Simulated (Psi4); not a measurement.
# SiHClF2 (SMILES F[SiH](F)Cl), step by step

Wanted: a geometry optimisation (wB97X-D/def2-SVP), then vibrational wavenumbers of SiHClF2. 

The results are computed with Psi4 1.11.

## Step 1: Starting point

SiHClF2 has 5 atoms, charge 0, and is taken as a singlet. SMILES: `F[SiH](F)Cl`. Geometry: relaxed at PBE0-D4/def2-TZVP. The run starts from this shape.

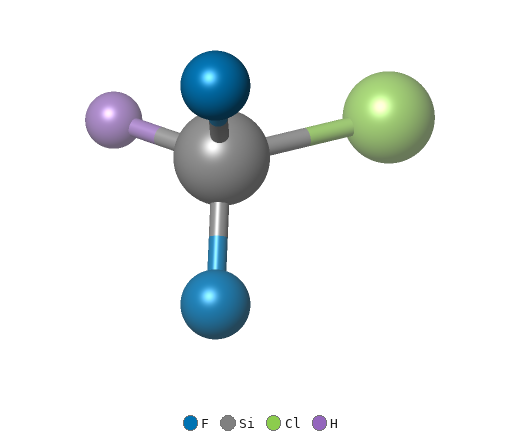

Viewed from a chosen angle; fluorine blue, silicon grey, chlorine green, hydrogen purple.

## Step 2: A structure relaxation at wB97X-D/def2-SVP (density fitting) (run 1)

File clf2hsi.xyz:

```xyz
5
ClF2HSi
F     -0.339600    -0.621400     1.420100
Si     0.095900    -0.000200     0.037800
F     -0.033500     1.566800     0.156500
Cl    -1.157500    -0.656000    -1.401500
H      1.484600    -0.363000    -0.254200
```

File job.py:

```python
import psi4

psi4.set_memory(1600000000)
psi4.set_num_threads(1)
psi4.set_output_file('psi4.out', False)

with open('clf2hsi.xyz') as f:
    atoms = ''.join(f.readlines()[2:])
molecule = psi4.geometry('0 1\n' + atoms + '')

options = {'basis': 'def2-SVP', 'geom_maxiter': 60}
psi4.set_options(options)

result, w = psi4.optimize("wb97x-d", return_wfn=True)
print(f'wb97x-d energy: {result:.10f} Eh')
molecule.save_xyz_file('final.xyz', False)
```

Run with:

```
python job.py
```

psi4.out:

```text
[...]
  Running in c1 symmetry.
[...]
  Nuclear repulsion =  230.926516139271200
[...]
  Multiplicity = 1
[...]
  Nalpha       = 25
  Nbeta        = 25
[...]
    Number of basis functions: 69
[...]
   @DF-RKS iter   1:  -949.60948190893293   -3.59514e-01   7.08241e-03 ADIIS/DIIS
[...]
   @DF-RKS iter   7:  -949.69248515100901   -1.13687e-12   2.21644e-09 DIIS
[...]
    Orbital Energies [Eh]
    ---------------------
    Doubly Occupied:
       1A   -101.697778     2A    -66.393393     3A    -24.829348
       4A    -24.829269     5A     -9.606905     6A     -7.358354
       7A     -7.352052     8A     -7.351987     9A     -5.515302
      10A     -3.865025    11A     -3.864805    12A     -3.861261
      13A     -1.301508    14A     -1.282176    15A     -0.952044
      16A     -0.678120    17A     -0.599722    18A     -0.585834
      19A     -0.576981    20A     -0.537826    21A     -0.525303
      22A     -0.524714    23A     -0.471270    24A     -0.436998
      25A     -0.433966
[...]
  @DF-RKS Final Energy:  -949.69248515100901
   => Energetics <=
    Nuclear Repulsion Energy =            228.2273008603958715
    One-Electron Energy =               -1769.9113275539514234
    Two-Electron Energy =                 643.0387176228093722
    DFT Exchange-Correlation Energy =     -51.0461271599930555
    Empirical Dispersion Energy =          -0.0010489202698170
    VV10 Nonlocal Energy =                  0.0000000000000000
    Total Energy =                       -949.6924851510090093
[...]
 Multipole Moments:
 ------------------------------------------------------------------------------------
     Multipole            Electronic (a.u.)      Nuclear  (a.u.)        Total (a.u.)
 ------------------------------------------------------------------------------------
 L = 1.  Multiply by 2.5417464519 to convert [e a0] to [Debye]
 Dipole X            :         -1.5864505            2.0388490            0.4523985
 Dipole Y            :          0.5372468           -0.7373162           -0.2000694
 Dipole Z            :          0.5461167           -0.7829964           -0.2368797
 Magnitude           :                                                    0.5484561
[...]
  -Total Gradient:
     Atom            X                  Y                   Z
    ------   -----------------  -----------------  -----------------
       1        0.000012918705     0.000030744706     0.000119328984
       2       -0.000073313271     0.000296494082     0.000497236037
       3        0.000020538516     0.000084887090     0.000088187873
       4       -0.000008265971     0.000029731864     0.000049288567
       5       -0.000019798093     0.000067211907     0.000111127164
[...]
    Final optimized geometry and variables:
    Molecular point group: c1
    Full point group: C1
    Geometry (in Angstrom), charge = 0, multiplicity = 1:
    F            0.083711372294    -0.578946843570     1.619498547520
    SI           0.530162962638     0.048955606427     0.213195492368
    F            0.394342955121     1.641903283463     0.337057979299
    CL          -0.739266915758    -0.607690896824    -1.231427380918
    H            1.921679562267    -0.311412136747    -0.073823987692
[...]
```

On the terminal:

```text
Optimizer: Optimization complete!
wb97x-d energy: -949.6924851510 Eh
```

It took 36 s on 1 thread of AMD EPYC, shared host; peak memory 0.45 GiB.

Steps, from the record of the run:

| step | energy from the first frame kept (eV) | largest force (eV/Å) |
| --- | --- | --- |
| 0 | 0.0000 | 1.1338 |
| 1 | -0.0291 | 0.3602 |
| 2 | -0.0309 | 0.0649 |
| 3 | -0.0309 | 0.0300 |

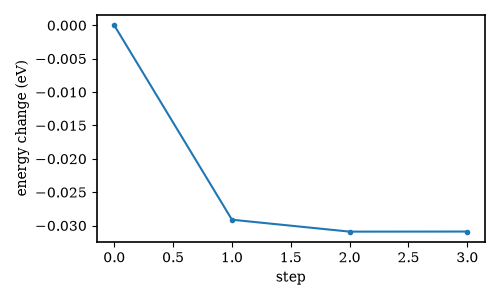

Energy along the run.

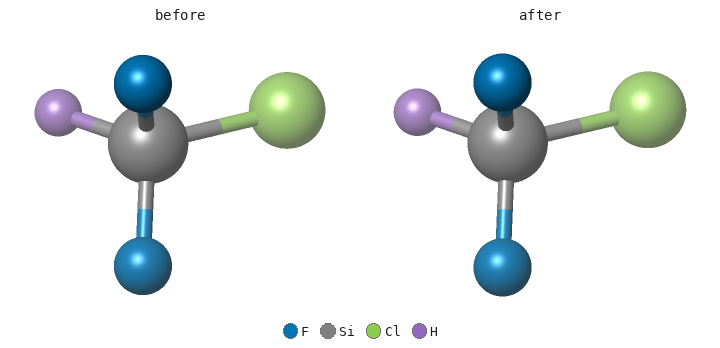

Before and after, at one scale.

After the run. Bond lengths: F1–Si2 1.604 Å, Si2–F3 1.604 Å, Si2–Cl4 2.032 Å, Si2–H5 1.466 Å. Angles: F1–Si2–F3 107.3°, F1–Si2–Cl4 108.8°, F3–Si2–Cl4 108.8°, F1–Si2–H5 109.9°, F3–Si2–H5 109.9°, Cl4–Si2–H5 112.0°.

## Step 3: The harmonic vibrations at wB97X-D/def2-SVP (density fitting) (run 2)

File clf2hsi.py:

```python
import psi4

psi4.set_memory('1600 MB')
psi4.set_num_threads(1)
psi4.set_output_file('psi4.out', False)

molecule = psi4.geometry("""
0 1
F     -0.341844    -0.631422     1.440445
Si     0.104608    -0.003520     0.034142
F     -0.031212     1.589428     0.158004
Cl    -1.164822    -0.660167    -1.410481
H      1.496124    -0.363888    -0.252878
""")

psi4.set_options({
    't': 500.0,
    'rotational_symmetry_number': 1,
})

result = psi4.frequency('wb97x-d/def2-SVP', molecule=molecule)
print('E =', round(result, 9))
for k in ('ZPVE', 'ENTHALPY', 'GIBBS FREE ENERGY'):
    print(f'{k}: {psi4.variable(k):.8f} Eh')
```

Run with:

```
python clf2hsi.py
```

psi4.out:

```text
[...]
  Running in c1 symmetry.
[...]
  Nuclear repulsion =  228.227282897341240
[...]
  Multiplicity = 1
[...]
  Nalpha       = 25
  Nbeta        = 25
[...]
    Number of basis functions: 69
[...]
   @DF-RKS iter   1:  -949.60860502502305   -4.25959e-01   7.12170e-03 DIIS/ADIIS
[...]
   @DF-RKS iter  11:  -949.69248520498979   -1.02318e-12   2.65972e-09 DIIS
[...]
    Orbital Energies [Eh]
    ---------------------
    Doubly Occupied:
       1A   -101.697717     2A    -66.393440     3A    -24.829418
       4A    -24.829306     5A     -9.606846     6A     -7.358294
       7A     -7.351994     8A     -7.351928     9A     -5.515337
      10A     -3.865060    11A     -3.864840    12A     -3.861296
      13A     -1.301555    14A     -1.282223    15A     -0.952004
      16A     -0.678123    17A     -0.599763    18A     -0.585853
      19A     -0.576997    20A     -0.537868    21A     -0.525329
      22A     -0.524756    23A     -0.471247    24A     -0.436962
      25A     -0.433894
[...]
  @DF-RKS Final Energy:  -949.69248520498979
   => Energetics <=
    Nuclear Repulsion Energy =            228.2276509485219833
    One-Electron Energy =               -1769.9118681451761859
    Two-Electron Energy =                 643.0388151545432720
    DFT Exchange-Correlation Energy =     -51.0460341039314969
    Empirical Dispersion Energy =          -0.0010490589475455
    VV10 Nonlocal Energy =                  0.0000000000000000
    Total Energy =                       -949.6924852049897936
[...]
 Multipole Moments:
 ------------------------------------------------------------------------------------
     Multipole            Electronic (a.u.)      Nuclear  (a.u.)        Total (a.u.)
 ------------------------------------------------------------------------------------
 L = 1.  Multiply by 2.5417464519 to convert [e a0] to [Debye]
 Dipole X            :         -1.5861335            2.0388487            0.4527152
 Dipole Y            :          0.5372746           -0.7373168           -0.2000422
 Dipole Z            :          0.5498411           -0.7855010           -0.2356599
 Magnitude           :                                                    0.5481820
[...]
  -Total Gradient:
     Atom            X                  Y                   Z
    ------   -----------------  -----------------  -----------------
       1       -0.000059996324     0.000029220634     0.000135475444
       2       -0.000225739673     0.000326157575     0.000657048517
       3        0.000008804682     0.000091504810     0.000058185372
       4        0.000053899138     0.000041634184     0.000063036215
       5        0.000153598477     0.000022668166    -0.000049035269
[...]
  ==> Harmonic Vibrational Analysis <==
[...]
  Freq [cm^-1]                 221.9096            268.3995            355.1931
[...]
  IR activ [km/mol]             4.6174             13.8243             43.1046
[...]
  Freq [cm^-1]                 591.6724            836.9413            838.0943
[...]
  IR activ [km/mol]            92.6737             89.6420             20.0777
[...]
  Freq [cm^-1]                 907.5921            995.7375           2388.8621
[...]
  IR activ [km/mol]            257.8225            213.3008            84.0922
[...]
  Total E_0, Enthalpy at 0 [K]                                                         -949.67561668 [Eh]
[...]
  Total H, Enthalpy at  500.00 [K]                                                     -949.66422540 [Eh]
[...]
  Total G, Gibbs energy at  500.00 [K]                                                 -949.72875488 [Eh]
[...]
```

The script printed:

```text
Warning: used thermodynamics relations inappropriate for low-frequency modes: ['221.9096' '268.3995' '355.1931' '591.6724']
E = -949.692485149
ZPVE: 0.01686847 Eh
ENTHALPY: -949.66422540 Eh
GIBBS FREE ENERGY: -949.72875488 Eh
```

It took 3.7 min on 1 thread of AMD EPYC, shared host; peak memory 0.45 GiB.

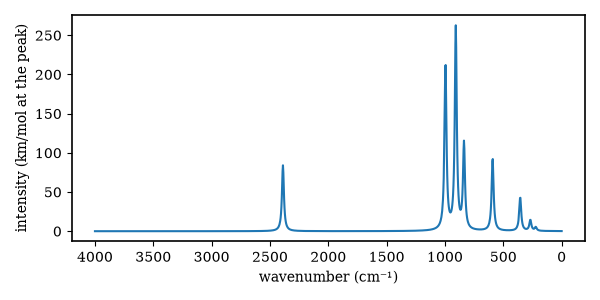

Harmonic infrared spectrum, unscaled, lines broadened by 10 cm⁻¹.

## Step 4: Results

```
                                                                       quantity             value
                               run 1, wB97X-D/def2-SVP: total energy at the end     -949.69249 Eh
                                         run 1, wB97X-D/def2-SVP: dipole moment            1.39 D
                                           run 1, wB97X-D/def2-SVP: HOMO energy         -11.81 eV
                                           run 1, wB97X-D/def2-SVP: LUMO energy           2.96 eV
                                         run 1, wB97X-D/def2-SVP: HOMO–LUMO gap          14.76 eV
                                     run 1, wB97X-D/def2-SVP: dispersion energy      -2.75 kJ/mol
                            run 2, wB97X-D/def2-SVP: lowest harmonic wavenumber          222 cm⁻¹
                           run 2, wB97X-D/def2-SVP: highest harmonic wavenumber         2389 cm⁻¹
                                     run 2, wB97X-D/def2-SVP: zero-point energy       44.3 kJ/mol
run 2, wB97X-D/def2-SVP: ideal-gas entropy at 500 K (symmetry number 1 as used)  81.0 cal/(mol K)
```

In words: The optimisation (run 1, wB97X-D/def2-SVP) took 4 steps and changed the energy by -0.031 eV. All 9 modes (run 2, wB97X-D/def2-SVP) are real, so the shape is a minimum at this level.
